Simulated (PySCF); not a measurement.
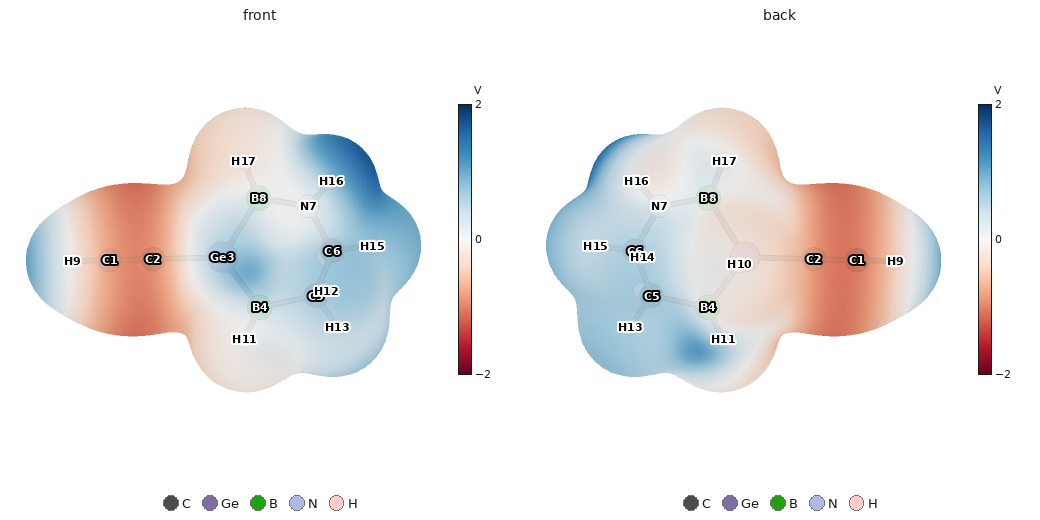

The picture shows: C$_{4}$H$_{9}$B$_{2}$GeN. The molecular electrostatic potential painted on the density surface at 0.001 e/bohr³, seen from the front and from behind; the colour scale runs from red (negative) to blue (positive).

Geometry: GFN2-xTB.

These are results of wB97X-D/def2-SVPD, SCF density, gas phase in PySCF 2.14.0, not measurements.

```xyz
17

C     4.1457    0.1128   -0.1568
C     2.9918    0.1038    0.1840
Ge    1.1361    0.0929    0.6364
B     0.0607   -1.4288   -0.1087
C    -1.4937   -1.1884   -0.0224
C    -1.9194    0.0974    0.7092
N    -1.3815    1.3009    0.0907
B    -0.0420    1.6011   -0.0175
H     5.1595    0.1182   -0.4427
H     1.1942    0.0351    2.1504
H     0.4401   -2.3446   -0.7313
H    -1.9174   -1.1713   -1.0331
H    -1.9797   -2.0351    0.4729
H    -1.5632    0.0410    1.7454
H    -3.0108    0.1707    0.7359
H    -2.0941    1.9125   -0.2787
H     0.2666    2.5936   -0.5571
```

Question: Where is the surface potential most negative and most positive?

Answer: The most negative region (about −1.1 V, or −25 kcal/mol for a unit charge) lies over C1 and C2, the most positive (about +1.6 V, or +37 kcal/mol for a unit charge) over H16.

Question: What dipole moment does the calculation give?

Answer: Its dipole moment is 3.48 D.
